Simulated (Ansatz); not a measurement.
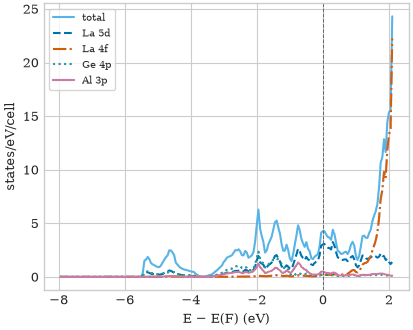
Total and projected density of states of La₂AlGe in space group Amm2 (No. 38; La on 2a, La on 2b, Al on 2a, Ge on 2b), plane-wave PAW r²SCAN (Ansatz code)

**Question.** Which orbitals carry the states next to the Fermi level?

**Answer.** Within 0.5 eV of the Fermi level: La 5d 71 %, Al 3p 11 %, Ge 4p 5 %. Projections are on Löwdin-orthogonalised atomic valence shells; empty p or d shells of many metals are not among them.

**Question.** Where is the tallest occupied peak in this window, and what makes it?

**Answer.** Near -1.9 eV, about 6.3 states/eV per cell; the largest projected share is Ge 4p.

The workflow started from a Materials Project entry (that database holds measured and hypothetical structures alike); the Crystallography Open Database copy checked does not list it. With Al and Ge taken as one species the cell has the higher symmetry Cmcm, so it may be an ordered model of a mixed-site phase. Whether it is the stable phase at ambient conditions was not checked. The cell was relaxed with r²SCAN under the symmetry of its start; whether a distortion lowers the energy is not shown. Scalar-relativistic: spin–orbit coupling is off unless named, which matters more the heavier the elements.

Potentials: the later of the program's two PAW sets.
